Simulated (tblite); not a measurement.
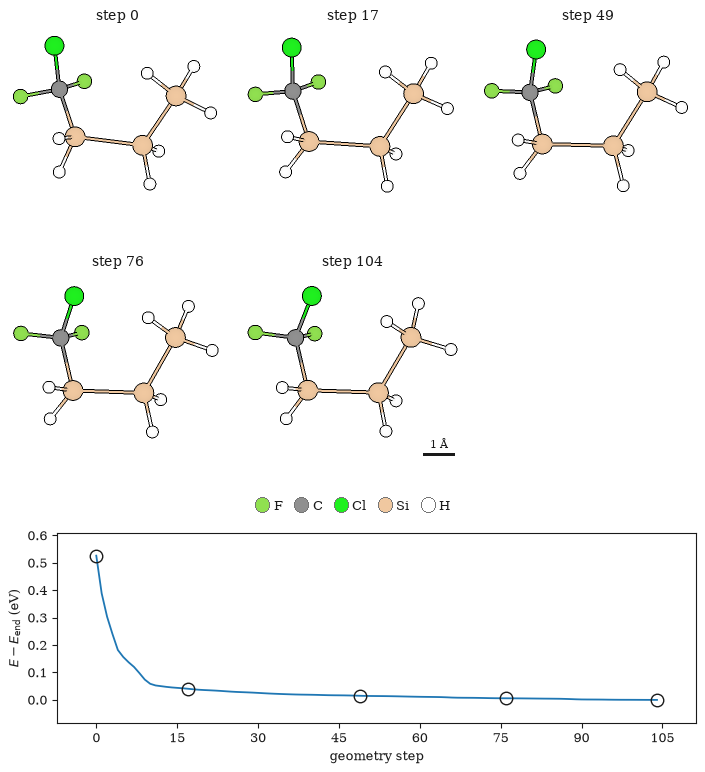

Frames of a relaxation of CH₇ClF₂Si₃, marked on the history of the run. A ball-and-stick model, seen at a tilt.

The calculation used tblite 0.8.0, GFN2-xTB geometry optimisation, gas phase. 

**Describe the path.**

Over 104 geometry steps the energy falls by 0.526 eV. The largest move after the best rigid fit is that of the Cl atom, 0.74 Å. Largest moves by element: Cl 0.74 Å, H 0.46 Å, F 0.40 Å, Si 0.27 Å, C 0.09 Å. Among the contacts that change: Si–Si 2.213 → 2.329 Å, C–Si 1.880 → 1.949 Å, C–F 1.383 → 1.348 Å, H–Si 1.479 → 1.464 Å. Bond angles that change, for instance: Si–Si–H 105.7° → 121.1°, C–Si–H 113.4° → 101.0°, Si–Si–H 108.3° → 118.5°. Groups turn about C–Si by about 20°. From step 0 to 17: an H atom moves most (0.28 Å), energy −0.486 eV. From step 17 to 49: the Cl atom moves most (0.32 Å), energy −0.026 eV. From step 49 to 76: the Cl atom moves most (0.27 Å), energy −0.009 eV. From step 76 to 104: an H atom moves most (0.24 Å), energy −0.006 eV.

```
step  E − E(0), eV
   0        0.0000
   1       -0.1375
   2       -0.2226
   3       -0.2857
   4       -0.3441
   5       -0.3697
   6       -0.3890
   7       -0.4060
   8       -0.4285
   9       -0.4522
  10       -0.4675
  15       -0.4824
  20       -0.4903
  25       -0.4961
  30       -0.5007
  35       -0.5053
  40       -0.5076
  45       -0.5096
  50       -0.5118
  55       -0.5129
  59       -0.5146
  64       -0.5161
  69       -0.5186
  74       -0.5201
  79       -0.5208
  84       -0.5218
  89       -0.5241
  94       -0.5251
  99       -0.5259
 104       -0.5263
```
